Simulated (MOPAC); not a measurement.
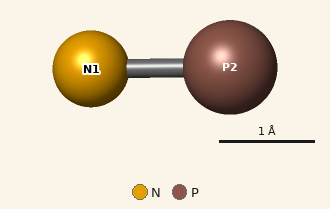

Fig. 1: The structure as given in the input (ball-and-stick view, seen on its broad side; atoms are numbered from 1 in the order of the input).

Geometry relaxation of PN (charge +1)

- system: PN (phosphorous nitride), charge +1, multiplicity 2
- method: PM6-D3, unrestricted, dispersion D3 (MOPAC 23.2.5)

The starting geometry was optimised with PM6-D3.

## The input (calc.mop)
```
PM6-D3 UHF DISP CYCLES=300 CHARGE=1 GNORM=0.05 DOUBLET AUX(PRECISION=6) T=10M THREADS=1
optimise of NP

N -0.000367 1 -0.010792 1 0.008372 1
P -0.008971 1 0.004395 1 1.485636 1
```

Run as:
```bash
mopac calc.mop
```

## What the program printed
```
MOPAC v23.2.5
PM6-D3 CALCULATION RESULTS

 *  PM6-D3     - CORRECT DISPERSION USING D3 METHOD
 *  DOUBLET    - SPIN STATE DEFINED AS A DOUBLET
 *  UHF        - UNRESTRICTED HARTREE-FOCK CALCULATION
 *
 *
 *
 *                 CHARGE ON SYSTEM = +1
 *
 *
 *
 *  THREADS=1  - MULTI-THREADING NOT USED
 *  CYCLES=    - DO A MAXIMUM OF 300 STEPS
 *  GNORM      - EXIT WHEN GRADIENT NORM DROPS BELOW 0.050
 *  AUX        - OUTPUT AUXILIARY INFORMATION
 *  DISP       - PRINT DISPERSION AND HYDROGEN BOND ENERGIES
PM6-D3 UHF DISP CYCLES=300 CHARGE=1 GNORM=0.05 DOUBLET AUX(PRECISION=6) T=10M THREADS=1
 optimise of NP

   ATOM   CHEMICAL          X               Y               Z
  NUMBER   SYMBOL      (ANGSTROMS)     (ANGSTROMS)     (ANGSTROMS)

     1       N         -0.00036700  *  -0.01079200  *   0.00837200  *
     2       P         -0.00897100  *   0.00439500  *   1.48563600  *

          CARTESIAN COORDINATES

    NO.       ATOM           X           Y           Z

     1         N         -0.0004     -0.0108      0.0084
     2         P         -0.0090      0.0044      1.4856

           Empirical Formula: N P  =     2 atoms

      MOLECULAR POINT GROUP   :   C*v

 DOUBLET STATE CALCULATION

          UHF CALCULATION, NO. OF ALPHA ELECTRONS =    5
                           NO. OF BETA  ELECTRONS =    4

          Geometry optimization using EF

          DIAGONAL MATRIX USED AS START HESSIAN
```

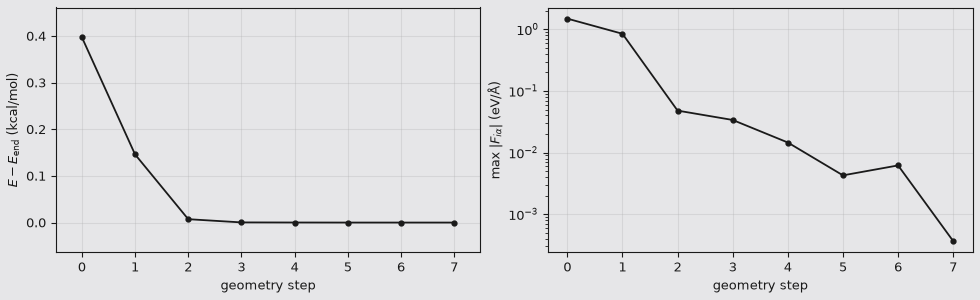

Fig. 2: Progress of the relaxation, step by step (steps are counted from 0). After 7 geometry steps the energy has fallen by 0.40 kcal/mol. The largest force component goes from 1.5 to 0.00037 eV/Å. The largest moves after the best rigid fit, 0.011 Å, are those of N1 and P2. Largest moves by element: N 0.011 Å, P 0.011 Å. Distances before and after: N1–P2 1.477 → 1.455 Å. (Atoms are counted from 1 in the order of the input.)

```
 CYCLE:     1 TIME:   0.008 TIME LEFT: 10.00M  GRAD.:    48.706 HEAT:  307.5100
 CYCLE:     2 TIME:   0.000 TIME LEFT: 10.00M  GRAD.:    27.648 HEAT:  307.2587
 CYCLE:     3 TIME:   0.008 TIME LEFT: 10.00M  GRAD.:     1.566 HEAT:  307.1198
 CYCLE:     4 TIME:   0.000 TIME LEFT: 10.00M  GRAD.:     1.103 HEAT:  307.1129
 CYCLE:     5 TIME:   0.000 TIME LEFT: 10.00M  GRAD.:     0.475 HEAT:  307.1127
 CYCLE:     6 TIME:   0.000 TIME LEFT: 10.00M  GRAD.:     0.139 HEAT:  307.1126
 CYCLE:     7 TIME:   0.000 TIME LEFT: 10.00M  GRAD.:     0.202 HEAT:  307.1126
 CYCLE:     8 TIME:   0.008 TIME LEFT: 10.00M  GRAD.:     0.012 HEAT:  307.1126

     GRADIENT =  0.01202 IS LESS THAN CUTOFF =  0.05000

 -------------------------------------------------------------------------------
 PM6-D3 UHF DISP CYCLES=300 CHARGE=1 GNORM=0.05 DOUBLET AUX(PRECISION=6) T=10M THREADS=1
 optimise of NP

     GEOMETRY OPTIMISED USING EIGENVECTOR FOLLOWING (EF).
     SCF FIELD WAS ACHIEVED

                              PM6-D3 CALCULATION

          FINAL HEAT OF FORMATION =        307.11255 KCAL/MOL =    1284.95891 KJ/MOL

          TOTAL ENERGY            =      -7136.75214 KCAL/MOL = ELECTRONIC ENERGY + CORE-CORE REPULSION
          ENERGY OF ATOMS         =       7443.86520 KCAL/MOL
                              SUM =        307.11306 KCAL/MOL
          DISPERSION ENERGY       =         -0.00051 KCAL/MOL
                              SUM =        307.11255 KCAL/MOL = FINAL HEAT OF FORMATION

          TOTAL ENERGY            =       -309.47886 EV
          ELECTRONIC ENERGY       =       -502.61640 EV
          CORE-CORE REPULSION     =        193.13753 EV
          COSMO AREA              =         67.48 SQUARE ANGSTROMS
          COSMO VOLUME            =         50.31 CUBIC ANGSTROMS

          GRADIENT NORM           =          0.01202          =       0.00850 PER ATOM
          IONIZATION POTENTIAL    =         19.442975 EV
          ALPHA SOMO LUMO (EV)    =        -19.616 -7.397
          BETA  SOMO LUMO (EV)    =        -19.443-10.510
          NO. OF ALPHA ELECTRONS  =          5
          NO. OF BETA  ELECTRONS  =          4
          MOLECULAR WEIGHT        =         44.9805         POINT GROUP:  C*v

          MOLECULAR DIMENSIONS (Angstroms)

            Atom       Atom       Distance
            P     2    N     1     1.45468
            P     2    N     1     0.00000
            N     1    P     2     0.00000

          SCF CALCULATIONS        =         12

          WALL-CLOCK TIME         =      0.031 SECONDS
          COMPUTATION TIME        =      0.018 SECONDS

   ATOM   CHEMICAL          X               Y               Z
  NUMBER   SYMBOL      (ANGSTROMS)     (ANGSTROMS)     (ANGSTROMS)

     1       N         -0.00041137  *  -0.01070081  *   0.01971463  *
     2       P         -0.00892663  *   0.00430381  *   1.47429337  *

                             CARTESIAN COORDINATES

   1    N       -0.000411370    -0.010700810     0.019714630
   2    P       -0.008926630     0.004303810     1.474293370

           Empirical Formula: N P  =     2 atoms

      MOLECULAR POINT GROUP   :   C*v

          ALPHA EIGENVALUES
 -37.90168 -24.72076 -20.81814 -20.81814 -19.61561  -7.39709  -7.39709  -3.44594
 116.00300 116.00300 116.02811 116.02811 116.09798

           BETA EIGENVALUES
 -36.23734 -21.79411 -19.44298 -19.44298 -10.50992  -6.78048  -6.78048  -2.37454
 115.71304 115.71304 116.24565 116.24565 116.45883

              NET ATOMIC CHARGES AND DIPOLE CONTRIBUTIONS

  ATOM NO.   TYPE          CHARGE      No. of ELECS.   s-Pop       p-Pop       d-Pop
    1          N          -0.028809        5.0288     1.65152     3.37729
    2          P           1.028809        3.9712     1.75500     2.19719     0.01900
 DIPOLE           X         Y         Z       TOTAL
 POINT-CHG.    -0.014     0.025     2.377     2.377
 HYBRID         0.003    -0.006    -0.592     0.592
 SUM           -0.010     0.018     1.785     1.785

          ATOMIC ORBITAL ELECTRON POPULATIONS

     Atom    s        px        py        pz      x^2-y^2     xz        z^2       yz        xy
    1  N   1.65152   1.25510   1.25508   0.86711
    2  P   1.75500   0.73965   0.73965   0.71789   0.00000   0.00523   0.00854   0.00523   0.00000

                    (SZ)    =    0.500000
                    (S**2)  =    0.841245

          ATOMIC ORBITAL SPIN POPULATIONS

    Atom   Total    s     px     py     pz   x^2-y^2  xz     z^2    yz     xy
         Atomic
    1  N  1.1160  0.156  0.198  0.199  0.563
    2  P -0.1160  0.022 -0.199 -0.199  0.259  0.000  0.000 -0.000  0.000  0.000

 *                    *
 * JOB ENDED NORMALLY *
 *                    *

 TOTAL JOB TIME:             0.03 SECONDS

 == MOPAC DONE ==
```

## Trajectory as extended XYZ (Å, eV, eV/Å), 8 frames, from step=0 to step=7
```
2
Properties=species:S:1:pos:R:3:forces:R:3 step=0 energy=13.33490
N    -0.0004   -0.0108    0.0084   -0.0087   0.0153   1.4934
P    -0.0090    0.0044    1.4856    0.0087  -0.0153  -1.4934
2
Properties=species:S:1:pos:R:3:forces:R:3 step=1 energy=13.32400
N    -0.0004   -0.0106    0.0260    0.0050  -0.0088  -0.8477
P    -0.0089    0.0042    1.4680   -0.0050   0.0088   0.8477
2
Properties=species:S:1:pos:R:3:forces:R:3 step=2 energy=13.31798
N    -0.0004   -0.0107    0.0196   -0.0003   0.0005   0.0480
P    -0.0089    0.0043    1.4744    0.0003  -0.0005  -0.0480
2
Properties=species:S:1:pos:R:3:forces:R:3 step=3 energy=13.31767
N    -0.0004   -0.0107    0.0200    0.0002  -0.0004  -0.0338
P    -0.0089    0.0043    1.4740   -0.0002   0.0004   0.0338
2
Properties=species:S:1:pos:R:3:forces:R:3 step=4 energy=13.31767
N    -0.0004   -0.0107    0.0198    0.0001  -0.0002  -0.0146
P    -0.0089    0.0043    1.4742   -0.0001   0.0002   0.0146
2
Properties=species:S:1:pos:R:3:forces:R:3 step=5 energy=13.31766
N    -0.0004   -0.0107    0.0197    0.0000  -0.0001  -0.0043
P    -0.0089    0.0043    1.4743    0.0000   0.0001   0.0043
2
Properties=species:S:1:pos:R:3:forces:R:3 step=6 energy=13.31766
N    -0.0004   -0.0107    0.0197    0.0000   0.0001   0.0062
P    -0.0089    0.0043    1.4743    0.0000  -0.0001  -0.0062
2
Properties=species:S:1:pos:R:3:forces:R:3 step=7 energy=13.31766
N    -0.0004   -0.0107    0.0197    0.0000   0.0000  -0.0004
P    -0.0089    0.0043    1.4743    0.0000   0.0000   0.0004
```

## Results in brief

| quantity | value |
| --- | --- |
| outcome | converged |
| total energy | −11.373138 hartree |
| dispersion energy | −0.000001 hartree |
| heat of formation | 307.11 kcal/mol |
| basis functions | 13 |
| largest force | 0.000 eV/Å |
| ⟨S²⟩ | 0.841 |
| hardware | 1 thread of AMD EPYC (Zen 5), 128 GiB of memory available, shared host |
| peak memory | 0.08 GiB |

⟨S²⟩ is 0.84 against 0.75 for a pure state: the solution is spin-contaminated. MOPAC's energies along a path are heats of formation.
